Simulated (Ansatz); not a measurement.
# Calculations on SiNH6

## 1. Relaxation

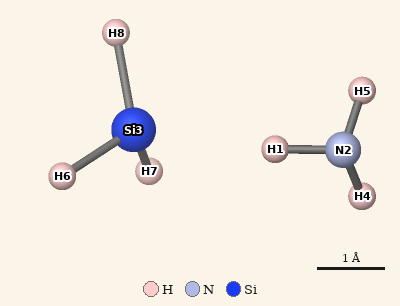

This is the input geometry for a relaxation of SiNH$_{6}$ (multiplicity 2). A ball-and-stick model, seen at a tilt.

The run prepares an end point of a later path (reaction) calculation, from a guessed geometry.

Computed with UKS r2SCAN/def2-SVP (Ansatz).

The input:
```yaml
crystal:
  periodic: [false, false, false]
  atoms:
    - { symbol: H, position_ang: [-1.025713, -0.413267, -0.671408] }
    - { symbol: "N", position_ang: [-1.060941, -0.736553, -1.643187] }
    - { symbol: Si, position_ang: [0.606298, 0.538528, 1.290756] }
    - { symbol: H, position_ang: [-0.656311, 0.029877, -2.186103] }
    - { symbol: H, position_ang: [-0.365197, -1.48456, -1.693063] }
    - { symbol: H, position_ang: [-0.363647, 1.240726, 2.181031] }
    - { symbol: H, position_ang: [1.645132, 1.470316, 0.759948] }
    - { symbol: H, position_ang: [1.220279, -0.645066, 1.962025] }
magnetization:
  spin_polarized: true
  initial_magnetization: 1
basis:
  gaussian: { orbitals: def2-SVP }
hamiltonian:
  xc: r2scan
relax:
  f_tol: 0.03
  max_steps: 50
output:
  orbitals: {}
```

Run as
```bash
ansatz run input.yaml --threads 2 --pin off --max-ram 3072MiB --backend cpu --events-out ev --progress --plain --runs-dir out
```

Where does the relaxation end?

Answer. After 11 accepted moves (14 points after the start) the energy has fallen by 2.13 kcal/mol. The largest force component goes from 0.11 to 0.017 eV/Å. The line search rejected the trial steps at points 5, 11, 13 of the run. The forces were under the threshold at step 12, but the run went on from there. The largest move after the best rigid fit is that of H6, 0.73 Å. By element the largest moves are H 0.73 Å, N 0.33 Å, Si 0.31 Å. Some distances before and after: H1–N2 1.025 → 1.021 Å. The run took 25 s on 2 threads of AMD EPYC 7R43 64-Core Processor (Zen 3), with other jobs on the host, peak memory 0.17 GiB.

History of the run:

```csv
step,"E − E(0), kcal/mol","largest force component, eV/Å",note
0,0.00,0.1066,
1,-0.22,0.7146,
2,-0.43,0.7826,
3,-0.81,0.3013,
4,-0.99,0.1716,
5,-0.82,0.4628,rejected
6,-1.17,0.0652,
7,-1.28,0.1917,
8,-1.40,0.3337,
9,-1.66,0.3064,
10,-2.04,0.1026,
11,-0.89,0.5479,rejected
12,-2.12,0.0211,
13,-2.11,0.0562,rejected
14,-2.13,0.0166,
```

The structure at the end:

```xyz
8

H    -1.4662   -0.6276   -0.9204
N    -0.7303   -0.7420   -1.6181
Si    0.3078    0.6111    1.2400
H    -0.3427    0.1864   -1.7843
H     0.0064   -1.2940   -1.1790
H     0.2559    1.3369    2.5458
H     1.1991    1.3248    0.2768
H     0.7699   -0.7957    1.4393
```

After the run, drawn alike:

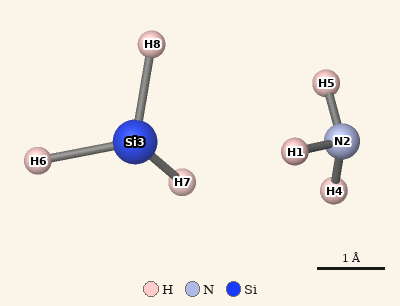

Limits of the set-up: the start holds two separate molecules, 2.7 Å apart at their closest, whose relative position is a soft coordinate and is computed without a dispersion correction.

## 2. Relaxation

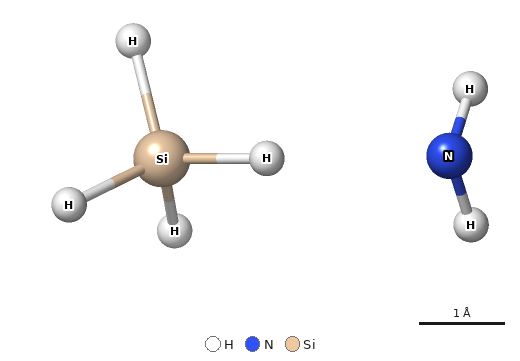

SiNH₆ (multiplicity 2), before the relaxation. Style: ball-and-stick. Shown at a tilt.

The run prepares an end point of a later path (reaction) calculation, from a guessed geometry.

Computed with Ansatz 0.2.0, UKS r2SCAN/def2-SVP.

Input
```yaml
crystal:
  periodic: [false, false, false]
  atoms:
    - { symbol: H, position_ang: [-0.297714, -0.008948, 0.112741] }
    - { symbol: "N", position_ang: [-1.223547, -0.837839, -1.847683] }
    - { symbol: Si, position_ang: [0.49194, 0.491791, 1.220462] }
    - { symbol: H, position_ang: [-0.784967, -0.068787, -2.391103] }
    - { symbol: H, position_ang: [-0.488001, -1.56948, -1.899608] }
    - { symbol: H, position_ang: [-0.389539, 1.22377, 2.17411] }
    - { symbol: H, position_ang: [1.543939, 1.418709, 0.706704] }
    - { symbol: H, position_ang: [1.147789, -0.649216, 1.924377] }
magnetization:
  spin_polarized: true
  initial_magnetization: 1
basis:
  gaussian: { orbitals: def2-SVP }
hamiltonian:
  xc: r2scan
relax:
  f_tol: 0.03
  max_steps: 50
```

Command:
```bash
ansatz run input.yaml --threads 2 --pin off --max-ram 3072MiB --backend cpu --events-out ev --progress --plain --runs-dir out
```

Question: Where does the relaxation end?

Answer: The atom that moves furthest after the best rigid fit is H1 (1.06 Å). By element the largest moves are H 1.06 Å, N 0.41 Å, Si 0.28 Å. Some distances before and after: H1–Si3 1.450 → 1.491 Å. The energy falls by 1.01 kcal/mol in 21 accepted moves (24 points after the start). The largest force component goes from 0.67 to 0.022 eV/Å. The line search rejected the trial steps at points 2, 5, 11 of the run. The forces were under the threshold at step 4, but the run went on from there.

The structure at the end:

```xyz
8

H    -1.1570    0.3795    0.5949
N    -0.8262   -0.8553   -1.9525
Si    0.2481    0.4849    1.0822
H    -0.1806   -0.0524   -2.0568
H    -0.2579   -1.5034   -1.3785
H     0.2821    1.1205    2.4299
H     1.0435    1.3058    0.1220
H     0.8480   -0.8796    1.1588
```

After the run, drawn alike:

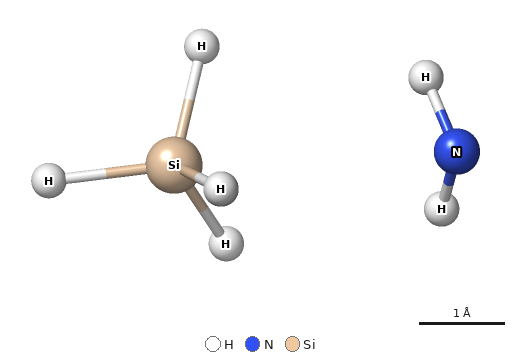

Limits of the set-up: the start holds two separate molecules, 2.3 Å apart at their closest, whose relative position is a soft coordinate and is computed without a dispersion correction.

## 3. Path

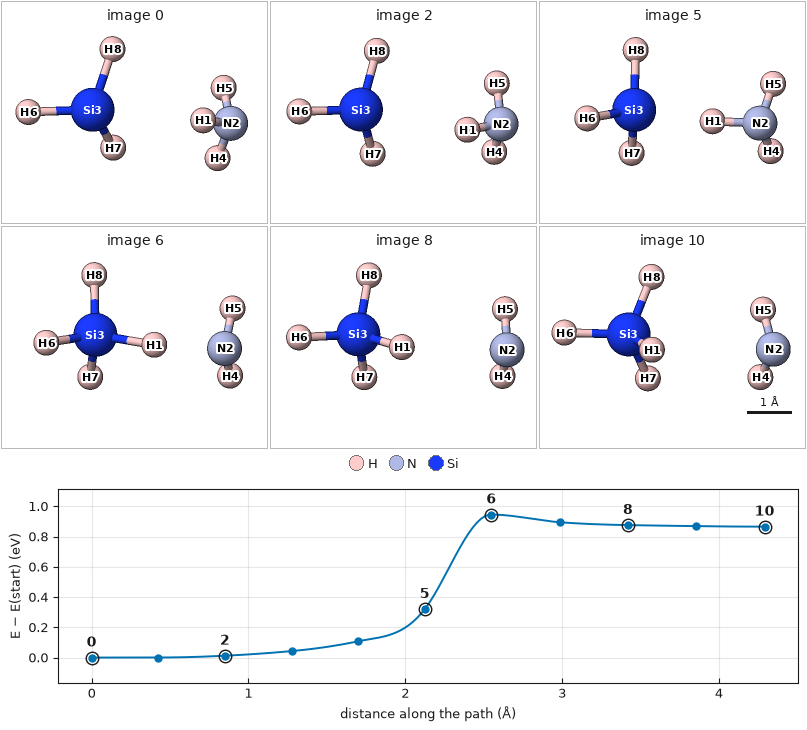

A nudged-elastic-band calculation for SiNH$_{6}$ (multiplicity 2), made up at the start of NH3 and SiH$_{3}$. Images are numbered from 0 (start) to 10 (end). A ball-and-stick model, seen at a tilt.

Method: UKS r2SCAN/def2-SVP in Ansatz 0.2.0. Run with 9 movable images; climbing image; force threshold 0.05 eV/Å; iteration limit 60; starting path through a guess of the saddle point.

**Read off the barrier and say what moves.**

A hydrogen atom shifts from one atom to another. Breaking: H1–N2 (1.02 → 1.63 at the top → 2.85 Å). Forming: H1–Si3 (3.06 → 1.56 at the top → 1.49 Å). Forward barrier 0.95 eV, backward barrier 0.08 eV, with image 6 at the top; the reaction energy is +0.87 eV. The band is converged. At the top, the vibrational analysis gives one imaginary mode (365i cm⁻¹), as a transition state must have.

Limits of the set-up: the start holds two separate molecules, 2.8 Å apart at their closest, whose relative position is a soft coordinate and is computed without a dispersion correction.

Cost: 3.2 min on 2 threads of AMD EPYC 7R43 64-Core Processor (Zen 3) (shared host), peak memory 0.17 GiB.
